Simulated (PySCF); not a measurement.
The calculation's input:

```
{"job": {"kind": "nmr", "xc": "PBE0", "basis": "pcSseg-1"}, "charge": 0, "multiplicity": 1}
F      2.104573     1.983666    -0.449960
C      1.184902     1.049410    -0.399449
C     -0.101052     1.172754    -0.090062
C     -0.704054    -0.186666    -0.237851
F     -1.647720    -0.206599    -1.227653
C     -1.413421    -0.703955     1.023409
F     -2.388912     0.133170     1.376943
F     -0.545378    -0.775696     2.029723
F     -1.937165    -1.904373     0.829333
O      0.328136    -1.054500    -0.546797
C      1.542765    -0.363591    -0.717509
H     -0.657247     2.069121     0.173413
H      1.924537    -0.471734    -1.748334
H      2.303871    -0.761764    -0.024549
```

Launched as:

```sh
OMP_NUM_THREADS=2 python probes_run.py task.json out
```

Geometry: PBE0-D3(BJ)/def2-SVP.

These are results of PBE0/pcSseg-1, SCF density, gas phase, non-relativistic (PySCF 2.14.0), not measurements.

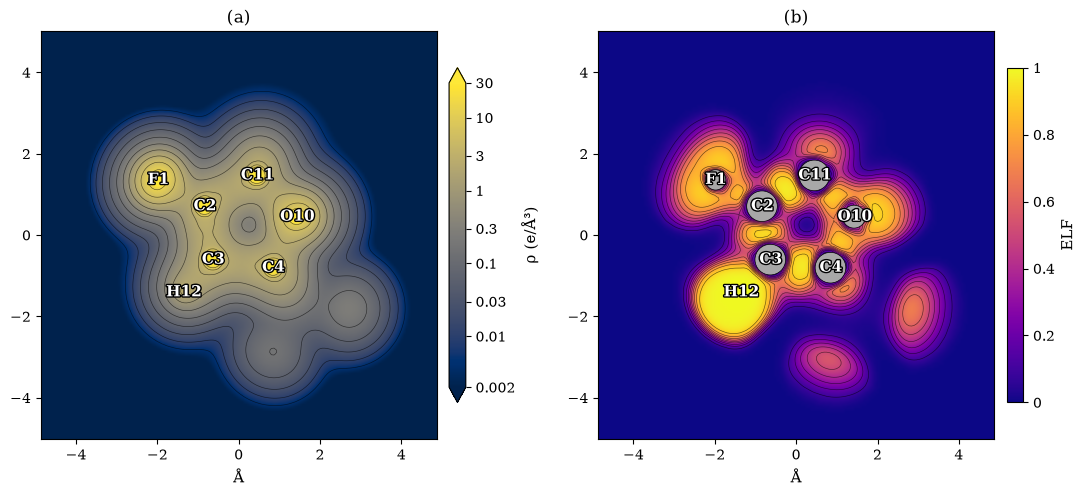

C5H3F5O (SMILES FC1=C[C@](F)(C(F)(F)F)OC1). (a) electron density; (b) electron localisation function on the plane of atoms C2, C11 and O10. Grey discs cover the atomic cores in the ELF map.

**Read the bonding off the picture.**

- The section cuts through F, C, O and H sites.
- C–F (1.31 Å): ρ is about 2.5 e/Å³ halfway; the ELF peaks at about 0.85 between the atoms (a shared but strongly polarised pair).
- C–C (1.33 Å): the density is about 2.3 e/Å³ at the midpoint; the ELF peaks at about 0.95 between the atoms: a multiple bond.
- C–O (1.38 Å): ρ at the midpoint is about 2.2 e/Å³, with its minimum of 2 e/Å³ about 0.5 Å from C; the ELF peaks at about 0.90 between the atoms, as expected for a polar covalent bond.
- C–H (1.09 Å): ρ is about 2 e/Å³ halfway; the ELF climbs to about 1 towards the hydrogen, as it does in any bond to H (an ordinary covalent bond to hydrogen).
- C–C (1.49 Å): ρ at the midpoint is about 1.8 e/Å³; the ELF peaks at about 0.95 between the atoms: localised, covalent bonding.
- The ELF also peaks beside O10 and F1, away from the bonds: lone-pair regions.
